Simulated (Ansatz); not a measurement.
CH3FMoOS

Input file:

```
crystal:
  periodic: [false, false, false]
  atoms:
    - symbol: C
      position_ang: [-0.758813, -0.307776, 1.340095]
    - symbol: F
      position_ang: [-2.706449, 1.446411, -0.530193]
    - symbol: Mo
      position_ang: [-0.929584, 1.099604, -0.185239]
    - symbol: O
      position_ang: [-0.082839, 0.424708, -1.444988]
    - symbol: S
      position_ang: [0.140119, 2.762062, 0.538865]
    - symbol: H
      position_ang: [-1.234840, 0.086716, 2.251704]
    - symbol: H
      position_ang: [0.289825, -0.561154, 1.553116]
    - symbol: H
      position_ang: [-1.287013, -1.211909, 0.989047]
basis:
  gaussian: {orbitals: def2-TZVPD}
magnetization: {spin_polarized: false, initial_magnetization: 0}
hamiltonian: {xc: {name: PBE0}}
output: {forces: true, orbitals: {seedname: orbitals}}
```

Command:

```sh
ansatz run input.yaml --threads 2 --pin off --max-ram 5220MiB --events-out events.jsonl --progress --plain --runs-dir runs
```

Geometry: PBE0-D4/def2-SVP; core potentials replace the inner electrons of Mo.

Computed with isolated molecule in a Gaussian basis; Kohn-Sham density functional theory, functional PBE0 in Ansatz 0.2.0.

Predict the electron density and electron localisation function between the atoms.

Answer. Mo–O (1.66 Å): ρ is about 2 e/Å³ halfway; the ELF peaks at about 0.80 in the valence shell of O, 0.5 Å from its nucleus, and drops to about 0.40 between the two atoms.
C–Mo (2.08 Å): ρ at the midpoint is about 0.96 e/Å³; the ELF peaks at about 0.90 in the valence shell of C, 0.7 Å from its nucleus, and is about 0.55 at the midpoint.
C–H (1.10 Å): ρ at the midpoint is about 1.9 e/Å³; the ELF climbs to about 1 towards the hydrogen, as it does in any bond to H; a covalent bond by its length.

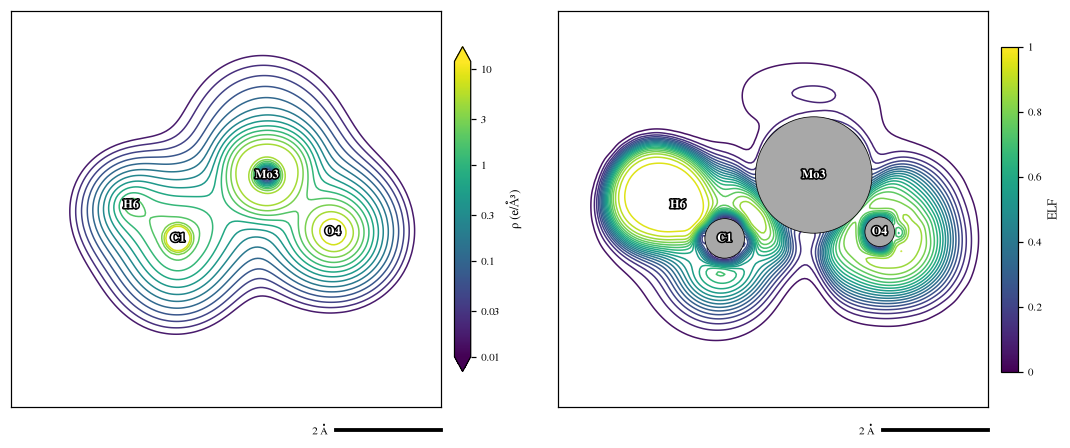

Computed electron density and electron localisation function on the plane of atoms Mo3, C1 and H6, in this order. Grey discs cover the atomic cores in the ELF map. 
